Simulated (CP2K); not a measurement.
**C2H7OSi (SMILES C[SiH2]C[O]): GFN2-xTB**

Aim: the vertical ionisation energy of C2H7OSi at GFN2-xTB, from 2 runs. 

Program for the calculation: CP2K 2026.2.

4 further runs of the same task are left out: 2 that didn't finish, 2 set aside as unsound or not needed.

## (1) The molecule

C2H7OSi has 11 atoms, charge 0, and is taken as a doublet. As SMILES, `C[SiH2]C[O]`. Geometry: relaxed at GFN2-xTB. This is one conformer, not always the lowest.

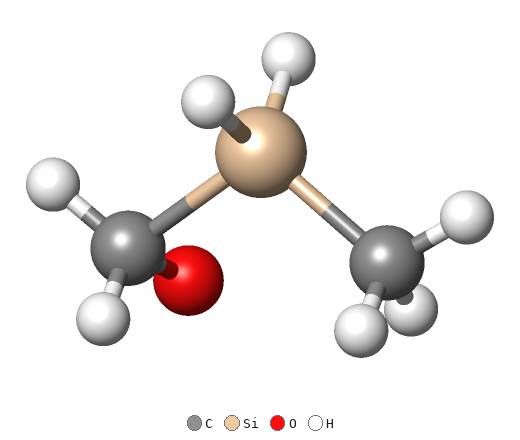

Viewed from a chosen angle; carbon grey, silicon light orange, oxygen red, hydrogen white.

## (2) A single-point energy at GFN2-xTB

File calc.inp:

```
&FORCE_EVAL
  METHOD QUICKSTEP
  &DFT
    CHARGE 0
    MULTIPLICITY 2
    UNRESTRICTED_KOHN_SHAM T
    &QS
      METHOD XTB
      EPS_DEFAULT 1.0E-10
      &XTB
        GFN_TYPE TBLITE
        &TBLITE
          METHOD GFN2
        &END TBLITE
        CHECK_ATOMIC_CHARGES F
      &END XTB
    &END QS
    &POISSON
      PERIODIC NONE
      POISSON_SOLVER ANALYTIC
    &END POISSON
    &SCF
      SCF_GUESS ATOMIC
      EPS_SCF 1.0E-06
      MAX_SCF 150
      ADDED_MOS 8
      &DIAGONALIZATION
        ALGORITHM STANDARD
      &END DIAGONALIZATION
      &MIXING
        METHOD DIRECT_P_MIXING
        ALPHA 0.4
      &END MIXING
    &END SCF
    &PRINT
      &MOMENTS
        PERIODIC F
        REFERENCE COM
        MAX_MOMENT 1
      &END MOMENTS
      &MO ON
        ENERGIES T
        OCCUPATION_NUMBERS T
        NDIGITS 6
        &EACH
          QS_SCF 0
        &END EACH
        ADD_LAST NUMERIC
      &END MO
      &HIRSHFELD OFF
      &END HIRSHFELD
    &END PRINT
  &END DFT
  &SUBSYS
    &CELL
      ABC [angstrom] 19.7 19.7 19.5
      PERIODIC NONE
    &END CELL
    &COORD
      C     -1.048880     1.162760     0.020850
      Si    -0.128830    -0.320620     0.746250
      C      1.204200    -0.874340    -0.651430
      O      0.338600    -1.157900    -1.562440
      H     -1.468300     0.904570    -0.948920
      H     -1.862100     1.477400     0.669400
      H     -0.390270     2.017270    -0.122420
      H     -0.946570    -1.510530     0.951160
      H      0.674080     0.015860     1.933440
      H      1.857570    -0.003210    -0.824030
      H      1.770500    -1.711260    -0.211880
    &END COORD
    &TOPOLOGY
      &CENTER_COORDINATES
      &END CENTER_COORDINATES
    &END TOPOLOGY
  &END SUBSYS
&END FORCE_EVAL

&GLOBAL
  PROJECT_NAME calc
  RUN_TYPE ENERGY
  PRINT_LEVEL MEDIUM
&END GLOBAL
```

The run is started by

```console
OMP_NUM_THREADS=1 cp2k.psmp -i calc.inp > calc.out 2>&1
```

Output:

```text
CP2K| version string:                                       CP2K version 2026.2
[...]
 GLOBAL| Method name                                                        CP2K
[...]
 GLOBAL| Run type                                                         ENERGY
[...]
                             - Atoms:                                         11
[...]
                             - Spherical basis functions:                     28
[...]
 Number of electrons:                                                         13
[...]
  *** SCF run converged in    26 steps ***
[...]
  Fermi energy:                                                -0.33558038550010
[...]
 TB_DIPOLE| Moment [Debye]         -0.69945832       1.80661077       3.90572994
 TB_DIPOLE| Derivative [a.u.]       0.00000000       0.00000000       0.00000000
[...]
 ENERGY| Total FORCE_EVAL ( QS ) energy [hartree]            -13.561849954628316
[...]
```

Wall time 0.9 s (1 thread of Intel Xeon 6975P-C (Granite Rapids), shared host); peak memory 0.19 GiB.

## (3) The singlet cation, same level

File run.inp:

```
&global
   project_name run
   run_type ENERGY
   print_level MEDIUM
&end global

&force_eval
   method QUICKSTEP
   &dft
      charge 1
      multiplicity 1
      ! Quickstep
      &qs
         method XTB
         eps_default 1.0E-10
         &xtb
            gfn_type TBLITE
            &tblite
               method GFN2
            &end tblite
            check_atomic_charges F
         &end xtb
      &end qs
      ! no periodic images
      &poisson
         periodic NONE
         poisson_solver ANALYTIC
      &end poisson
      &scf
         scf_guess ATOMIC
         eps_scf 1.0E-06
         max_scf 150
         added_mos 8
         &diagonalization
            algorithm STANDARD
         &end diagonalization
         &mixing
            method DIRECT_P_MIXING
            alpha 0.4
         &end mixing
         &smear ON
            method FERMI_DIRAC
            electronic_temperature [K] 300
         &end smear
      &end scf
      ! extra output
      &print
         &moments
            periodic F
            reference COM
            max_moment 1
         &end moments
         &mo ON
            energies T
            occupation_numbers T
            ndigits 6
            &each
               qs_scf 0
            &end each
            add_last NUMERIC
         &end mo
         &hirshfeld OFF
         &end hirshfeld
      &end print
   &end dft
   ! atoms, cell and kinds
   &subsys
      ! vacuum box
      &cell
         abc [angstrom] 19.7 19.7 19.5
         periodic NONE
      &end cell
      &coord
         C     -1.048880     1.162760     0.020850
         Si    -0.128830    -0.320620     0.746250
         C      1.204200    -0.874340    -0.651430
         O      0.338600    -1.157900    -1.562440
         H     -1.468300     0.904570    -0.948920
         H     -1.862100     1.477400     0.669400
         H     -0.390270     2.017270    -0.122420
         H     -0.946570    -1.510530     0.951160
         H      0.674080     0.015860     1.933440
         H      1.857570    -0.003210    -0.824030
         H      1.770500    -1.711260    -0.211880
      &end coord
      &topology
         &center_coordinates
         &end center_coordinates
      &end topology
   &end subsys
&end force_eval
```

The run is started by

```console
OMP_NUM_THREADS=1 cp2k.psmp -i run.inp > run.out 2>&1
```

Output:

```text
CP2K| version string:                                       CP2K version 2026.2
[...]
 GLOBAL| Method name                                                        CP2K
[...]
 GLOBAL| Run type                                                         ENERGY
[...]
                             - Atoms:                                         11
[...]
                             - Spherical basis functions:                     28
[...]
 Number of electrons:                                                         24
[...]
  *** SCF run converged in    29 steps ***
[...]
  Fermi energy:                                                -0.60838603931694
[...]
 TB_DIPOLE| Moment [Debye]          0.43679081       1.60649267       3.74099509
 TB_DIPOLE| Derivative [a.u.]       0.00000000       0.00000000       0.00000000
[...]
 ENERGY| Total FORCE_EVAL ( QS ) energy [hartree]            -13.098158051441695
[...]
```

Wall time 0.84 s (1 thread of Intel Xeon 6975P-C (Granite Rapids), shared host); peak memory 0.19 GiB.

## (4) Results

Level: GFN2-xTB.

| quantity | value |
| --- | --- |
| doublet C2H7OSi: total energy | -13.56185 Eh |
| doublet C2H7OSi: dipole moment (from atomic charges alone) | 4.36 D |
| doublet C2H7OSi: HOMO energy (highest over α and β) | -9.36 eV |
| doublet C2H7OSi: LUMO energy (lowest over α and β) | -8.90 eV |
| singlet cation: total energy | -13.09816 Eh |
| singlet cation: HOMO energy | -17.20 eV |
| singlet cation: LUMO energy | -15.91 eV |
| singlet cation: HOMO–LUMO gap | 1.30 eV |
| vertical ionisation energy (to the singlet cation) | 12.618 eV |

Removing an electron at fixed nuclei costs 12.62 eV (291 kcal/mol). Only the singlet of the ionised species was computed; a triplet could lie lower. No empirical shift is applied, and without it xTB methods put this difference several eV too high. The dipole (doublet C2H7OSi) comes from point charges on the atoms alone, without atomic dipoles, so it is partial.
